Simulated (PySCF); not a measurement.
# C₅H₆FS: EPR calculation

C₅H₆FS, multiplicity 2, SMILES C=C[C](C=S)CF, computed with UKS B3LYP, pcH-1 on C F H S, non-relativistic, mean-field spin-orbit, GIAO (PySCF 2.14.0).

It belongs to a series of runs on one base structure; here: H added to sp C.

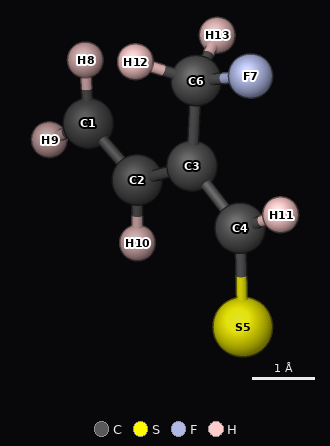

*The structure as given in the input (ball-and-stick view, seen at a tilt; atoms are numbered from 1 in the order of the input).*

Bond lengths as drawn: C–C 1.34 to 1.50 Å, C–F 1.37 Å, C–H 1.08 to 1.10 Å and C–S 1.69 Å.

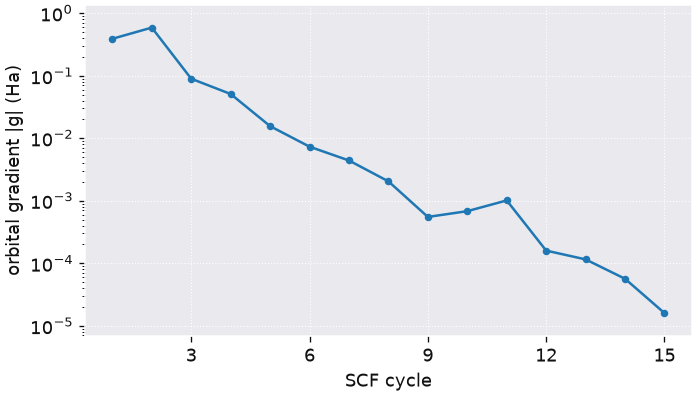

*Convergence of the self-consistent field: orbital gradient |g| against the SCF cycle.*

All cycles printed in the log are drawn one after another.

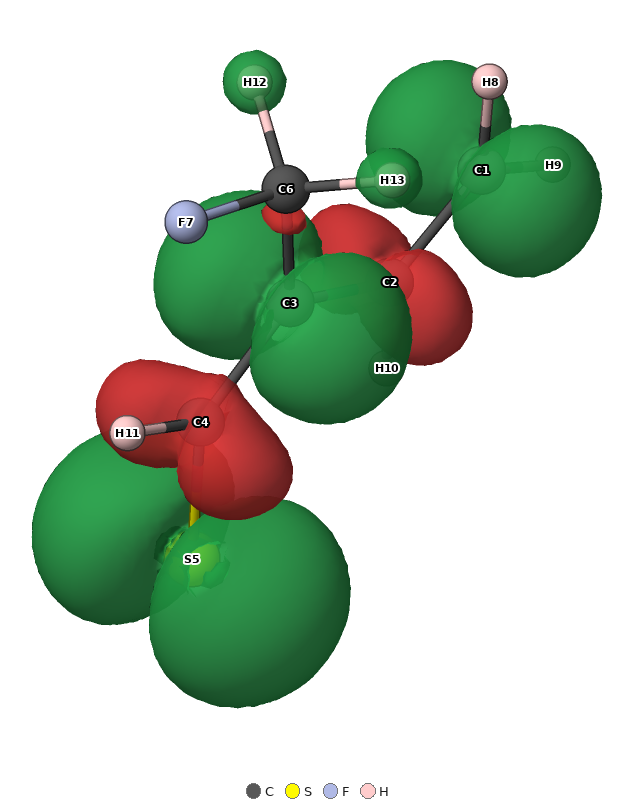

*Isosurfaces of the spin density (α minus β) at +0.02 (green) and −0.02 e/Å³ (red), seen at an oblique angle.*

The unpaired spin (1 electron) lies mostly on S5 (about 0.6), C3 (about 0.2) and C1 (about 0.2), in electrons by Hirshfeld's partition.

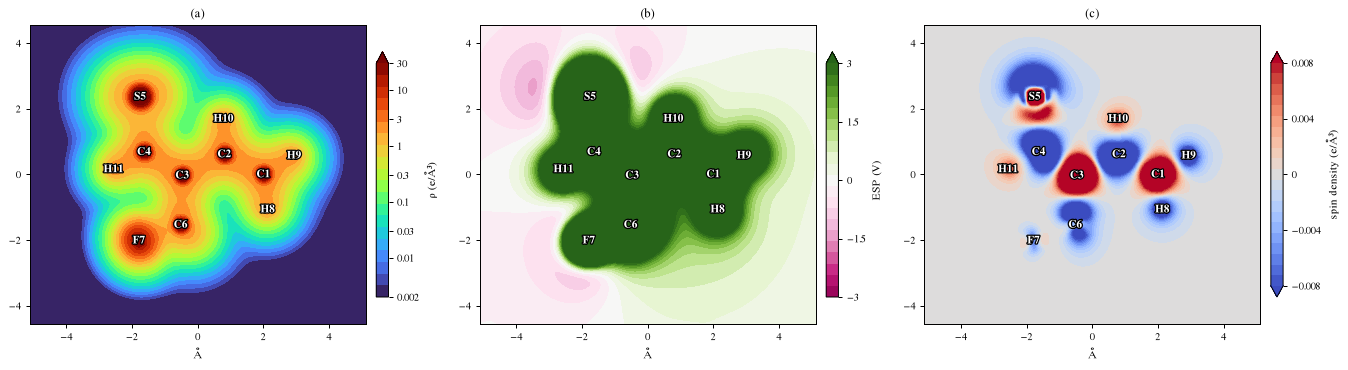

*(a) electron density; (b) molecular electrostatic potential; (c) spin density (α minus β) on the plane of atoms C1, C2 and H10.*

C–C (1.34 Å): ρ is about 2.3 e/Å³ halfway. C–F (1.37 Å): ρ is about 2.1 e/Å³ halfway, with its minimum of 1.7 e/Å³ about 0.5 Å from C. C–S (1.69 Å): ρ is about 1.5 e/Å³ halfway. The unpaired spin (1 electron) lies mostly on S5 (about 0.6), C3 (about 0.2) and C1 (about 0.2), in electrons by Hirshfeld's partition.

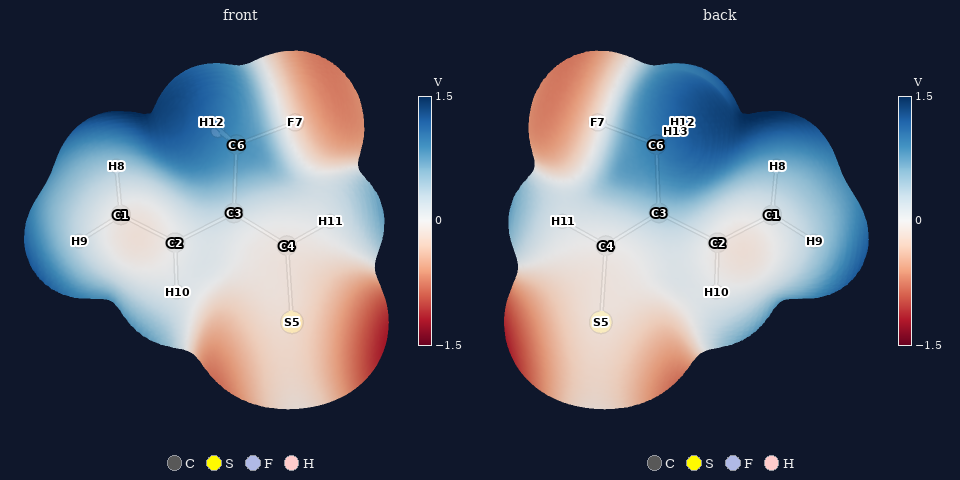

*The electrostatic potential painted on the density surface at 0.002 e/bohr³, seen face on and from behind; red is negative and blue positive.*

The input that produced these results follows, with the program's output.

Input file:
```
{"job": {"kind": "epr", "basis": "pcH-1"}, "charge": 0, "multiplicity": 2}
C     -2.001530     0.126903    -0.298767
C     -0.925547    -0.659599    -0.189124
C      0.421090    -0.223649     0.047993
C      1.458289    -1.111215     0.137805
S      1.333597    -2.787913    -0.005695
C      0.683170     1.248591     0.196431
F      2.005377     1.522867     0.421491
H     -1.952990     1.198734    -0.212626
H     -2.975409    -0.292357    -0.480490
H     -1.039114    -1.732156    -0.283360
H      2.458852    -0.737595     0.315488
H      0.128205     1.659028     1.049368
H      0.401621     1.788848    -0.716243
```

The first line tells a small driver script what to run in PySCF; the rest is the geometry in Å.

Run as:
```bash
OMP_NUM_THREADS=1 python <driver script> task.json out
```

What the program printed:
```
UKS, coarse grid
  cycle   1  E = -692.06994480  |g| = 3.90e-01
  cycle   2  E = -692.00509030  |g| = 5.89e-01
  cycle   3  E = -692.12857054  |g| = 8.95e-02
  cycle   4  E = -692.13154964  |g| = 5.10e-02
  cycle   5  E = -692.13306328  |g| = 1.56e-02
  cycle   6  E = -692.13324700  |g| = 7.32e-03
  cycle   7  E = -692.13330734  |g| = 4.40e-03
  cycle   8  E = -692.13332752  |g| = 2.04e-03
  cycle   9  E = -692.13333278  |g| = 5.50e-04
UKS, final grid
  cycle   1  E = -692.13330772  |g| = 6.80e-04
  cycle   2  E = -692.13330761  |g| = 1.01e-03
  cycle   3  E = -692.13330809  |g| = 1.59e-04
  cycle   4  E = -692.13330813  |g| = 1.15e-04
  cycle   5  E = -692.13330817  |g| = 5.63e-05
  cycle   6  E = -692.13330818  |g| = 1.59e-05
E = -692.13330818 Eh   <S^2> = 0.7792 (exact 0.7500)
g shifts (ppm)      1          2          3
  rmc          -192       -192       -192
  gc            -12         38         38
  oz_so          13       9085     118234
  total        -191       8932     118080
hyperfine (MHz)  atom isotope    a_iso     a_fc   dipolar eigenvalues
    0   13C      21.54      21.54    -20.52    -19.75     40.27
    1   13C     -25.72     -25.72    -16.34      6.46      9.87
    2   13C      36.76      36.76    -33.77    -32.72     66.49
    3   13C     -30.47     -30.47    -17.04      6.47     10.56
    4   33S      13.19      13.19    -57.20    -56.42    113.62
    5   13C     -15.72     -15.72     -0.62      0.11      0.51
    6   19F      -3.15      -3.15     -3.28     -1.83      5.11
    7    1H     -16.40     -16.40     -8.18     -0.99      9.16
    8    1H     -17.31     -17.31     -9.68     -0.66     10.34
    9    1H       7.10       7.10     -3.74     -2.98      6.72
   10    1H       6.05       6.05     -3.72     -1.02      4.74
   11    1H      42.06      42.06     -2.26     -1.29      3.55
   12    1H      42.26      42.26     -2.26     -1.28      3.55
```

Key numbers:

| quantity | value |
| --- | --- |
| outcome | converged |
| total energy | −692.133308 hartree |
| ⟨S²⟩ | 0.779 |
| isotropic g | 2.0446 |
| hardware | 1 CPU thread, shared host |
| wall time | 82 s |
| peak memory | 0.88 GiB |

Notes:

Checks after the run noted: orbitally degenerate or nearly so: second-order g, spin-orbit hyperfine and D do not apply.
